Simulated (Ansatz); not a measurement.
Geometry relaxation, with input and output: SbSi62 (part 4 of 4)

SbSi62 (defect cell, 63 atoms in the cell); DFT PBE-D3(BJ), scalar-relativistic, plane waves, PAW, PAW set soft_1, spin-polarised (Ansatz 0.2.0); cutoff 420 eV, 1×1×1 k-mesh, Gaussian smearing of 0.02 eV, collinear spins. It belongs to a series of runs on one base structure; here: end point A relaxed.

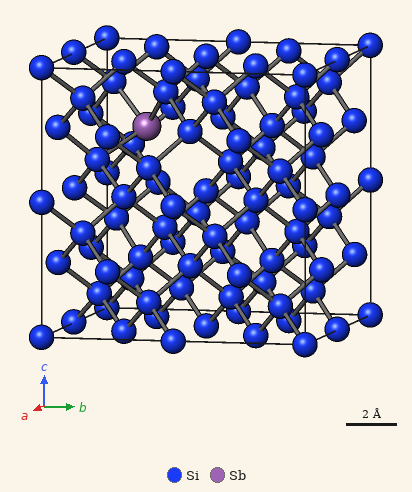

**Figure 1.** The geometry at step 3 of the log (ball-and-stick view of the cell of the calculation, seen slightly off an axis).

Trajectory as extended XYZ (Å, eV, eV/Å), 3 of the 6 frames kept, from step=1 to step=6
```
63
Lattice="10.8600 0.0000 0.0000 0.0000 10.8600 0.0000 0.0000 0.0000 10.8600" Properties=species:S:1:pos:R:3:forces:R:3 step=1 energy=-45912.92335
Si    5.4380    0.0368   -0.0260    0.2076  -0.8511   0.4533
Si    6.7976    1.3733    1.3516   -0.1620  -0.2200  -0.0562
Si    8.1671    2.6905    0.0212   -0.3137   0.5729  -0.3290
Si    9.4923    4.0739    1.3174    0.1671  -0.1739   0.8545
Si    8.0995    0.0067    2.7392    0.7317  -0.3536  -0.5066
Si    9.5501    1.3176    4.0425   -0.8178   0.4488   0.7513
Si    0.0171    0.0084    0.0409   -0.2648  -0.5403  -0.6760
Si    1.3689    1.3180    1.3337    0.0670   0.5730   0.5489
Si    2.7129    2.6993    0.0097    0.1709   0.1009  -0.0976
Si    4.0825    4.0691    1.3433   -0.3603   0.0843   0.0196
Si    5.3547    5.4630   -0.0002    1.6919  -0.8846   0.4198
Si    6.7885    6.8294    1.3897    0.2743  -0.5422  -0.8091
Si    8.1899    8.1593   -0.0295   -0.5783  -0.0260   0.2881
Si    9.5415    9.4633    1.3447   -0.6158   0.6977   0.3962
Si    2.6697    0.0167    2.7580    0.8152  -0.2287  -0.3006
Si    4.0858    1.3606    4.1151   -0.3804   0.8445  -0.5348
Si    5.4365    2.7376    2.6535   -0.0684  -0.3107   0.6979
Si    6.8035    4.0468    4.0500   -0.3581   0.2359   0.4185
Si    8.1648    5.4881    2.7376   -0.1095  -0.4607  -0.2769
Si    9.5010    6.8087    4.0981    0.1588  -0.0071   0.5462
Si    5.4263    0.0588    5.4319   -0.1784  -1.1059   0.0296
Si    6.7411    1.3101    6.8277    1.6182  -0.7469  -0.8941
Si    8.0883    2.7195    5.5114    0.8043  -0.1789  -0.7372
Si    9.5339    4.1353    6.7535   -0.3700  -1.1577   0.9009
Si    8.1487    0.0129    8.1572   -0.0699  -0.5141  -0.1262
Si    9.4805    1.3319    9.5426    0.5240   0.1723  -0.1601
Si    0.0178    5.3935    0.0126    0.0804   0.8868  -0.2832
Si    1.3646    6.8509    1.3648    0.0443  -1.0214   0.0625
Si    2.7244    8.1318    0.0054   -0.1290   0.5748  -0.2061
Si    4.0870    9.4988    1.3536   -0.1470   0.3385   0.2374
Si    0.0115    2.6866    2.7109   -0.1929   0.3496  -0.5858
Si    1.3234    4.0688    4.0657    0.6530   0.1398  -0.3149
Si    2.7819    5.4634    2.7261   -0.9085  -0.2568  -0.1280
Si    4.0733    6.7952    4.1086    0.4448   0.0432  -0.0669
Si    5.4560    8.1334    2.7032   -0.5483   0.4406   0.4351
Si    6.7777    9.4987    4.0826   -0.1741   0.1367   0.2207
Si    0.0161   -0.0123    5.4263   -0.2401  -0.1929   0.2748
Si    1.3656    1.3528    6.7835   -0.1622   0.2776   0.0003
Si    2.6518    2.7453    5.4341    0.4124   0.0258  -0.2017
Si    5.4328    5.4516    5.4420   -0.0255  -0.2247  -0.2145
Si    6.7621    6.8093    6.8130   -0.0514  -0.6593   0.2866
Si    8.1024    8.1642    5.4893    0.1821  -0.1811  -0.8139
Si    9.4724    9.4718    6.7927    0.4682   0.4757   0.3309
Si    2.7249    0.0286    8.0940   -0.0094  -0.4547   0.4206
Si    4.0925    1.3342    9.5241   -1.8858  -1.4253   1.4536
Sb    5.4261    2.7315    8.2182   -2.2550   0.8771  -3.0506
Si    6.8068    4.0462    9.4471    2.1415   2.2268   3.1757
Si    8.1645    5.4256    8.1537    0.0206   0.4468  -0.4049
Si    9.5179    6.8353    9.4824   -0.1402  -1.3108   0.7174
Si   -0.0090    8.1424    2.7164    0.2846   0.2383   0.4818
Si    1.3867    9.5096    4.1197   -0.5137  -0.2181  -0.5139
Si    0.0378    5.3970    5.4587   -0.5679   0.3279  -1.1049
Si    1.3227    6.7238    6.7577    0.9059   0.9886   0.5744
Si    2.7377    8.1738    5.4283   -0.6798  -0.8555   0.0635
Si    4.0322    9.4919    6.7436    0.8844   0.4780   0.6288
Si    0.0309    2.6841    8.1712   -0.6007   0.3561  -0.3171
Si    1.3821    4.0598    9.4982    0.2666  -0.0170  -0.1920
Si    2.7381    5.5094    8.1792   -0.4332  -0.5780  -0.4382
Si    4.0799    6.7404    9.5611   -0.1860   1.2818  -0.8699
Si    5.4344    8.1663    8.1625   -0.8390  -0.4389  -0.2789
Si    6.7728    9.4637    9.4710    0.4220   0.8151   0.5231
Si   -0.0333    8.1033    8.1569    0.5924   0.5950  -0.8067
Si    1.3433    9.4960    9.4764    0.3030   0.0853   0.0850
63
Lattice="10.8600 0.0000 0.0000 0.0000 10.8600 0.0000 0.0000 0.0000 10.8600" Properties=species:S:1:pos:R:3:forces:R:3 step=3 energy=-45915.42209
Si    5.4476   -0.0275    0.0270    0.0869  -0.0189   0.0214
Si    6.7935    1.3588    1.3587    0.0196  -0.0293   0.0462
Si    8.1691    2.7163    0.0256   -0.0335  -0.0625  -0.0396
Si    9.5142    4.0730    1.3726   -0.0152   0.0278   0.0614
Si    8.1478    0.0031    2.7201    0.0312   0.0362  -0.0004
Si    9.5116    1.3568    4.0856    0.0169  -0.0165   0.0024
Si    0.0108   -0.0114    0.0050   -0.0224  -0.0123  -0.0374
Si    1.3561    1.3481    1.3678    0.0044   0.0335   0.0358
Si    2.7107    2.7116    0.0198    0.0201  -0.0342  -0.0145
Si    4.0763    4.0760    1.3574   -0.0126   0.0143   0.0267
Si    5.4362    5.4369    0.0139    0.0998  -0.0291   0.0697
Si    6.7918    6.7944    1.3675    0.0242  -0.0383  -0.0045
Si    8.1559    8.1481   -0.0020   -0.0253  -0.0150   0.0289
Si    9.5054    9.4997    1.3663   -0.0118   0.0061   0.0043
Si    2.7206    0.0163    2.7375    0.0241   0.0230  -0.0247
Si    4.0745    1.3936    4.1005   -0.0225  -0.0164  -0.0192
Si    5.4340    2.7196    2.7076   -0.0046  -0.0273   0.0646
Si    6.7680    4.0593    4.0988   -0.0352  -0.0021   0.0548
Si    8.1434    5.4482    2.7351   -0.0141  -0.0380  -0.0151
Si    9.4983    6.7935    4.1046    0.0039  -0.0133  -0.0094
Si    5.4186   -0.0001    5.4265    0.0788  -0.0641   0.0247
Si    6.8393    1.2894    6.7564   -0.0075   0.0569  -0.1103
Si    8.1536    2.7122    5.4405    0.0164  -0.0041  -0.0238
Si    9.5139    4.0713    6.7914   -0.0452  -0.0387   0.0165
Si    8.1673   -0.0108    8.1617   -0.0117   0.0210   0.0707
Si    9.5096    1.3547    9.5232    0.0649   0.0078  -0.0138
Si    0.0264    5.4217   -0.0049    0.0112   0.0149  -0.0160
Si    1.3631    6.7942    1.3598   -0.0118  -0.0342  -0.0045
Si    2.7125    8.1610    0.0030    0.0004   0.0103  -0.0016
Si    4.0737    9.4984    1.3856   -0.0465  -0.0170   0.0144
Si   -0.0021    2.7094    2.7115    0.0060   0.0057   0.0158
Si    1.3598    4.0757    4.0612    0.0073   0.0225   0.0068
Si    2.7233    5.4394    2.7161   -0.0426  -0.0242  -0.0557
Si    4.0746    6.7777    4.0940   -0.0239  -0.0004  -0.0109
Si    5.4378    8.1423    2.7225   -0.0339   0.0002   0.0273
Si    6.7800    9.5061    4.0760   -0.0002  -0.0225   0.0047
Si    0.0076   -0.0028    5.4394   -0.0079   0.0342   0.0010
Si    1.3748    1.3826    6.7871    0.0123   0.0206   0.0168
Si    2.7111    2.7677    5.4321    0.1098   0.0182  -0.0060
Si    5.4001    5.4184    5.4459   -0.0241  -0.0368  -0.0107
Si    6.7534    6.7610    6.8103   -0.0118  -0.0398   0.0275
Si    8.1176    8.1491    5.4454    0.0187  -0.0288  -0.0679
Si    9.5044    9.4866    6.8049    0.0314   0.0140   0.0056
Si    2.7101   -0.0037    8.1299    0.0046  -0.0159   0.1008
Si    4.0272    1.2734    9.5875   -0.1096   0.0241  -0.0229
Sb    5.2100    2.9258    7.9590   -0.1784   0.1345  -0.2360
Si    6.8567    4.1190    9.5673   -0.0115   0.1246  -0.0143
Si    8.1665    5.4404    8.1438   -0.0039  -0.0243   0.0686
Si    9.5231    6.7831    9.5128   -0.0107  -0.0506   0.0138
Si   -0.0028    8.1460    2.7249    0.0014   0.0085  -0.0094
Si    1.3625    9.5067    4.0814   -0.0233  -0.0223  -0.0309
Si    0.0066    5.4151    5.4296   -0.0399   0.0223  -0.0195
Si    1.3672    6.7640    6.7766    0.0287   0.0527   0.0508
Si    2.7122    8.1449    5.4329   -0.0178  -0.0116  -0.0151
Si    4.0696    9.4973    6.7836    0.0347   0.0112   0.0388
Si    0.0028    2.7117    8.1512    0.0202   0.0165  -0.0160
Si    1.3964    4.0596    9.4768   -0.0118   0.0205  -0.0039
Si    2.7445    5.4538    8.1337    0.0079  -0.0808  -0.0494
Si    4.0798    6.7820    9.5215   -0.0136   0.0797  -0.0448
Si    5.4228    8.1475    8.1566   -0.0063  -0.0158  -0.0279
Si    6.7920    9.4973    9.5003    0.0401  -0.0090   0.0597
Si    0.0016    8.1255    8.1383    0.0661   0.0444  -0.0392
Si    1.3552    9.4940    9.4835   -0.0012  -0.0123   0.0347
63
Lattice="10.8600 0.0000 0.0000 0.0000 10.8600 0.0000 0.0000 0.0000 10.8600" Properties=species:S:1:pos:R:3:forces:R:3 step=6 energy=-45915.46053
Si    5.4563   -0.0178    0.0241   -0.0014   0.0031  -0.0002
Si    6.8040    1.3536    1.3675   -0.0016  -0.0017   0.0072
Si    8.1496    2.7068   -0.0028    0.0019   0.0014  -0.0030
Si    9.4939    4.0686    1.3624   -0.0015  -0.0087   0.0076
Si    8.1577    0.0006    2.7286    0.0013   0.0000   0.0011
Si    9.5229    1.3586    4.0864   -0.0014  -0.0066  -0.0038
Si    0.0063   -0.0042    0.0108    0.0093   0.0018  -0.0016
Si    1.3530    1.3622    1.3728   -0.0078  -0.0017   0.0082
Si    2.7137    2.7147    0.0198    0.0051   0.0029  -0.0022
Si    4.0786    4.0672    1.3742   -0.0078   0.0033  -0.0013
Si    5.4371    5.4339    0.0299    0.0008  -0.0011  -0.0043
Si    6.7921    6.7899    1.3786   -0.0020   0.0057   0.0091
Si    8.1559    8.1411    0.0085    0.0040  -0.0041  -0.0050
Si    9.5068    9.4985    1.3697   -0.0037  -0.0007   0.0043
Si    2.7142    0.0103    2.7238   -0.0019   0.0046   0.0068
Si    4.0872    1.3542    4.0924   -0.0006  -0.0037  -0.0048
Si    5.4385    2.7032    2.7220    0.0036   0.0054  -0.0006
Si    6.7597    4.0563    4.1106   -0.0067  -0.0039   0.0007
Si    8.1348    5.4325    2.7380   -0.0018   0.0098   0.0007
Si    9.5080    6.7752    4.0955   -0.0023  -0.0014  -0.0008
Si    5.4392   -0.0237    5.4335   -0.0002   0.0051  -0.0013
Si    6.8268    1.3146    6.7453   -0.0013  -0.0040  -0.0006
Si    8.1607    2.7142    5.4349    0.0033   0.0003   0.0000
Si    9.5109    4.0685    6.8004   -0.0023   0.0029  -0.0019
Si    8.1566    0.0077    8.1634   -0.0035   0.0000   0.0013
Si    9.5238    1.3601    9.5107    0.0009  -0.0061   0.0059
Si    0.0160    5.4203   -0.0049    0.0100   0.0127  -0.0060
Si    1.3586    6.7852    1.3568   -0.0047   0.0031   0.0090
Si    2.7107    8.1486   -0.0018   -0.0019  -0.0023  -0.0062
Si    4.0663    9.4979    1.3706    0.0016  -0.0025   0.0038
Si   -0.0063    2.7244    2.7144    0.0052   0.0010   0.0013
Si    1.3639    4.0745    4.0795   -0.0021  -0.0001   0.0015
Si    2.7111    5.4311    2.7153    0.0054   0.0005   0.0004
Si    4.0588    6.7797    4.0896    0.0048  -0.0005  -0.0030
Si    5.4249    8.1434    2.7202    0.0016   0.0006  -0.0002
Si    6.7897    9.4874    4.0735    0.0006  -0.0025  -0.0022
Si    0.0182    0.0098    5.4453    0.0101   0.0085  -0.0090
Si    1.3998    1.3851    6.7940   -0.0011  -0.0001  -0.0003
Si    2.7474    2.7497    5.4193   -0.0108  -0.0151  -0.0003
Si    5.3912    5.4229    5.4424    0.0189   0.0097  -0.0062
Si    6.7594    6.7554    6.8092   -0.0049  -0.0032   0.0009
Si    8.1328    8.1327    5.4355   -0.0044  -0.0058  -0.0130
Si    9.4978    9.5021    6.7994    0.0004  -0.0037   0.0035
Si    2.7142   -0.0102    8.1545    0.0041   0.0018  -0.0078
Si    4.0312    1.2952    9.5750   -0.0005  -0.0045   0.0024
Sb    5.1402    2.9771    7.8813   -0.0066   0.0139  -0.0069
Si    6.8195    4.1221    9.5460   -0.0005  -0.0027   0.0059
Si    8.1602    5.4345    8.1547    0.0017  -0.0030  -0.0058
Si    9.5215    6.7839    9.5108    0.0035  -0.0011   0.0046
Si   -0.0005    8.1414    2.7231    0.0040   0.0031  -0.0053
Si    1.3586    9.5068    4.0797   -0.0030   0.0011  -0.0003
Si    0.0099    5.4203    5.4467    0.0055  -0.0028  -0.0026
Si    1.3704    6.7817    6.7920   -0.0060   0.0041  -0.0004
Si    2.7122    8.1538    5.4380    0.0015  -0.0065  -0.0039
Si    4.0791    9.4952    6.8014   -0.0076   0.0047  -0.0027
Si    0.0215    2.7183    8.1469   -0.0008   0.0041  -0.0009
Si    1.3982    4.0708    9.4819   -0.0014  -0.0002   0.0030
Si    2.7501    5.4497    8.1278   -0.0069  -0.0098   0.0046
Si    4.0868    6.7820    9.5177    0.0051  -0.0037   0.0091
Si    5.4387    8.1444    8.1618    0.0010   0.0014  -0.0024
Si    6.8033    9.4989    9.5114    0.0022  -0.0011   0.0050
Si   -0.0030    8.1458    8.1389   -0.0026   0.0024   0.0005
Si    1.3498    9.4939    9.5009   -0.0037  -0.0044   0.0080
```

Key numbers

| quantity | value |
| --- | --- |
| outcome | converged |
| electrons treated | 263 |
| free energy | −45915.4605 eV |
| Fermi energy | 6.822 eV |
| net moment of the cell | 1.00 μB |
| integrated absolute moment | 1.78 μB |
| final volume | 1280.82 Å³ |
| largest force (length of the vector) at the end | 0.022 eV/Å |
| hardware | 4 threads of Arm Neoverse V2, 24 GiB of memory available, shared host |
| wall time | 100 s (CPU time 6.5 min) |
| peak memory | 1.7 GiB |

Remarks

The k-point mesh is coarse for a cell of this size, so the results may not be converged.
